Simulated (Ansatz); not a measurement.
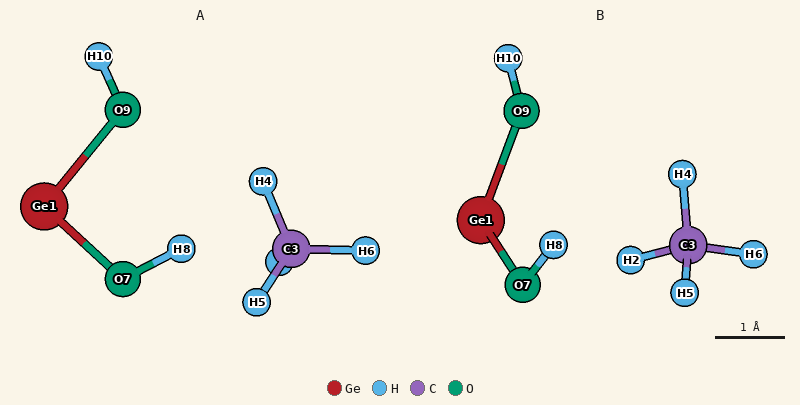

Two geometries of CH₆GeO₂, drawn at one scale. One is the start of a relaxation, the other its converged end. Style: ball-and-stick. Shown from a free direction.

These are results of RKS B3LYP-D4/def2-SVP in Ansatz 0.2.0, not measurements. Set-up: no spin polarisation; force threshold 0.03 eV/Å; at most 50 steps.

> Which one is relaxed?

Structure A is the relaxed one. The run prepares an end point of a later path (reaction) calculation, from a guessed geometry. The energy falls by 0.049 eV in 20 accepted moves (21 points after the start). The largest force component goes from 0.21 to 0.0095 eV/Å. The line search rejected the trial step at point 2 of the run. The forces were under the threshold at step 16, but the run went on from there. Ge1 moves most after the best rigid fit: 0.87 Å. Largest moves by element: Ge 0.87 Å, H 0.85 Å, O 0.16 Å, C 0.11 Å. Among the contacts that change: H2–C3 1.106 → 1.100 Å. The run took 53 s on 2 threads of Arm Neoverse V1 (shared host), peak memory 0.23 GiB.

Limits of the set-up: the start holds two separate molecules, 2.8 Å apart at their closest, whose relative position is a soft coordinate.
